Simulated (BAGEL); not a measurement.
# C2H2O2 (glyoxal): HF/STO-3G (density fitting with cc-pvqz-jkfit)

What is the vertical electron affinity of C2H2O2 (glyoxal) at HF/STO-3G (density fitting with cc-pvqz-jkfit)? 

The results are computed with BAGEL 1.2.2.

3 further runs of the same task are left out: 3 set aside as unsound or not needed.

### Step 1. Starting point

C2H2O2: 6 atoms, total charge 0, spin state singlet. SMILES: `O=CC=O`. The shape is that of a PBE0-D4/def2-TZVP optimisation. This is one conformer, not always the lowest.

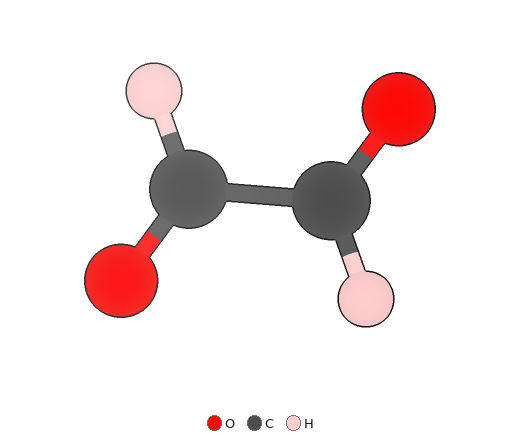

The structure, seen from a chosen angle (oxygen red, carbon dark grey, hydrogen pink).

### Step 2. A single-point energy at HF/STO-3G (density fitting with cc-pvqz-jkfit)

Input file hf.json:

```json
{ "bagel" : [

{
  "title" : "molecule",
  "basis" : "sto-3g",
  "df_basis" : "cc-pvqz-jkfit",
  "angstrom" : true,
  "geometry" : [
    { "atom" : "O", "xyz" : [       1.138970,      -0.294510,      -1.255700 ] },
    { "atom" : "C", "xyz" : [       0.523200,       0.330160,      -0.440590 ] },
    { "atom" : "C", "xyz" : [      -0.523400,      -0.330110,       0.440390 ] },
    { "atom" : "O", "xyz" : [      -1.136970,       0.293940,       1.257630 ] },
    { "atom" : "H", "xyz" : [       0.661710,       1.415330,      -0.264310 ] },
    { "atom" : "H", "xyz" : [      -0.663500,      -1.414820,       0.262570 ] }
  ]
},

{ "title" : "hf" },

{ "title" : "print", "file" : "orbitals.molden", "orbitals" : true }

]}
```

Started as:

```sh
BAGEL_NUM_THREADS=1 BAGEL hf.json > hf.out
```

Log:

```text
* using 1 threads per process

  ===============================================================
  ===============================================================

  *** Geometry ***

  { "atom" : "O", "xyz" : [      2.152341,     -0.556543,     -2.372929 ] },
  { "atom" : "C", "xyz" : [      0.988705,      0.623912,     -0.832594 ] },
  { "atom" : "C", "xyz" : [     -0.989083,     -0.623817,      0.832216 ] },
  { "atom" : "O", "xyz" : [     -2.148562,      0.555466,      2.376576 ] },
  { "atom" : "H", "xyz" : [      1.250451,      2.674586,     -0.499474 ] },
  { "atom" : "H", "xyz" : [     -1.253833,     -2.673622,      0.496185 ] },

  Number of auxiliary basis functions:      526

  Since a DF basis is specified, we compute 2- and 3-index integrals:
    o Being stored without compression. Storage requirement is 0.002 GB

  Number of basis functions:       22
  Number of electrons      :       30

    * METHOD: MOLECULE                             0.20

  *** RHF ***

  === Nuclear Repulsion ===
   102.3579297685

      * DIIS with orbital gradients will be used.

  === RHF iteration (sto-3g) ===
      0       -223.33597367          0.04318481           0.01
      1       -223.46531366          0.03184908           0.01
      2       -223.57615537          0.00298028           0.01
      3       -223.57937497          0.00079695           0.01
      4       -223.57958134          0.00017037           0.01
      5       -223.57958993          0.00002590           0.01
      6       -223.57959013          0.00000164           0.01
      7       -223.57959013          0.00000036           0.01
      8       -223.57959013          0.00000008           0.01
      9       -223.57959013          0.00000005           0.01
     10       -223.57959013          0.00000003           0.01
     11       -223.57959013          0.00000001           0.01
    * SCF iteration converged.

    * Permanent dipole moment:
           (    0.001025,    -0.000286,     0.000987) a.u.

    * METHOD: HF                                   0.18

    * METHOD: PRINT                                0.00

  ===============================================================
```

Run time: 0.5 s. Hardware: 1 thread of Arm Neoverse V1, shared host.

### Step 3. The doublet anion, same level

Input file input.json:

```json
{ "bagel" : [

{
  "title" : "molecule",
  "basis" : "sto-3g",
  "df_basis" : "cc-pvqz-jkfit",
  "angstrom" : true,
  "geometry" : [
    { "atom" : "O", "xyz" : [       1.138970,      -0.294510,      -1.255700 ] },
    { "atom" : "C", "xyz" : [       0.523200,       0.330160,      -0.440590 ] },
    { "atom" : "C", "xyz" : [      -0.523400,      -0.330110,       0.440390 ] },
    { "atom" : "O", "xyz" : [      -1.136970,       0.293940,       1.257630 ] },
    { "atom" : "H", "xyz" : [       0.661710,       1.415330,      -0.264310 ] },
    { "atom" : "H", "xyz" : [      -0.663500,      -1.414820,       0.262570 ] }
  ]
},

{
  "title" : "uhf",
  "charge" : -1,
  "nopen" : 1
},

{
  "title" : "print",
  "file" : "orbitals.molden",
  "orbitals" : true
}

]}
```

Started as:

```sh
BAGEL_NUM_THREADS=1 BAGEL input.json > input.out
```

Log:

```text
* using 1 threads per process

  ===============================================================
  ===============================================================

  *** Geometry ***

  { "atom" : "O", "xyz" : [      2.152341,     -0.556543,     -2.372929 ] },
  { "atom" : "C", "xyz" : [      0.988705,      0.623912,     -0.832594 ] },
  { "atom" : "C", "xyz" : [     -0.989083,     -0.623817,      0.832216 ] },
  { "atom" : "O", "xyz" : [     -2.148562,      0.555466,      2.376576 ] },
  { "atom" : "H", "xyz" : [      1.250451,      2.674586,     -0.499474 ] },
  { "atom" : "H", "xyz" : [     -1.253833,     -2.673622,      0.496185 ] },

  Number of auxiliary basis functions:      526

  Since a DF basis is specified, we compute 2- and 3-index integrals:
    o Being stored without compression. Storage requirement is 0.002 GB

  Number of basis functions:       22
  Number of electrons      :       30

    * METHOD: MOLECULE                             0.19

  *** Open-shell HF ***

  === Nuclear Repulsion ===
   102.3579297685

      * DIIS with orbital gradients will be used.

  === UHF iteration (sto-3g) ===
      0       -223.22610307          0.06098785           0.02
      1       -223.35119419          0.03378188           0.02
      2       -223.38668162          0.01658055           0.03
      3       -223.39885557          0.00374082           0.02
      4       -223.40543205          0.00207444           0.02
      5       -223.40831576          0.00024020           0.02
      6       -223.40833173          0.00008198           0.02
      7       -223.40833808          0.00001064           0.02
      8       -223.40833895          0.00000254           0.02
      9       -223.40833907          0.00000089           0.02
     10       -223.40833914          0.00000057           0.02
     11       -223.40833917          0.00000023           0.02
     12       -223.40833918          0.00000010           0.02
     13       -223.40833918          0.00000008           0.03
     14       -223.40833918          0.00000005           0.03
     15       -223.40833918          0.00000001           0.03
    * SCF iteration converged.

    * S^2 (UHF) is 0.8851

    * Permanent dipole moment:
           (    0.000553,    -0.000152,     0.000535) a.u.

    * METHOD: UHF                                  0.42

    * METHOD: PRINT                                0.00

  ===============================================================
```

Wall time 0.74 s (1 thread of Arm Neoverse V1, shared host).

### Step 4. Results

Level: HF/STO-3G (density fitting with cc-pvqz-jkfit).

| quantity | value |
| --- | --- |
| singlet C2H2O2: total energy | -223.57959 Eh |
| singlet C2H2O2: dipole moment | 0.00 D |
| singlet C2H2O2: HOMO energy | -8.85 eV |
| singlet C2H2O2: LUMO energy | 5.54 eV |
| singlet C2H2O2: HOMO–LUMO gap | 14.39 eV |
| doublet anion: total energy | -223.40834 Eh |
| doublet anion: ⟨S²⟩ | 0.885 |
| vertical electron affinity (to the doublet anion) | -4.660 eV |

**Reading.** The anion lies 4.66 eV (450 kJ/mol) above the neutral: the electron isn't bound at this level, and such a value depends on the basis. Without diffuse functions anions come out too high. Hartree–Fock misses the correlation that binds many anions. In a minimal basis such a difference can be off by several eV, whatever the method. ⟨S²⟩ (doublet anion) is 0.89 where a pure doublet has 0.75: the reference is spin-contaminated.
